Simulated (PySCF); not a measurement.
Molecule: H₂Cl₆Si₃, SMILES Cl[Si](Cl)(Cl)[SiH2][Si](Cl)(Cl)Cl. Atoms near the plane z = 0.0 Å, at the GFN2-xTB optimised geometry (x, y, z in Å): Cl3 (-0.7, -3.1, 0.3), Si6 (-0.7, 1.2, 0.0), Cl7 (1.3, 1.2, 0.0), Cl9 (-1.3, 3.1, 0.0).

Calculation: CAM-B3LYP/def2-TZVP (PySCF). Cells within 0.4 Å of a nucleus heavier than hydrogen are left out (blank, or x). The values are rescaled to run from 0 to 1.

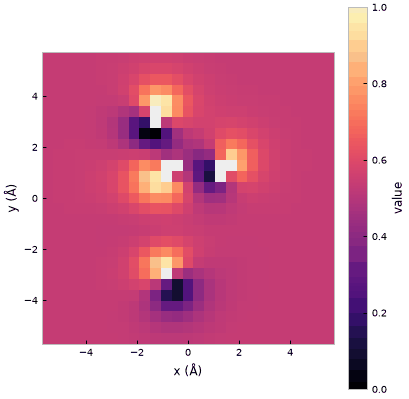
a field on the plane z = 0.0 Å.

### Question
Which quantity is mapped?
A. an orbital amplitude
B. electrostatic potential
C. log10 of the electron density
D. Laplacian of the electron density

### Answer
A, an orbital amplitude. In full: HOMO amplitude (bohr^(-3/2)).
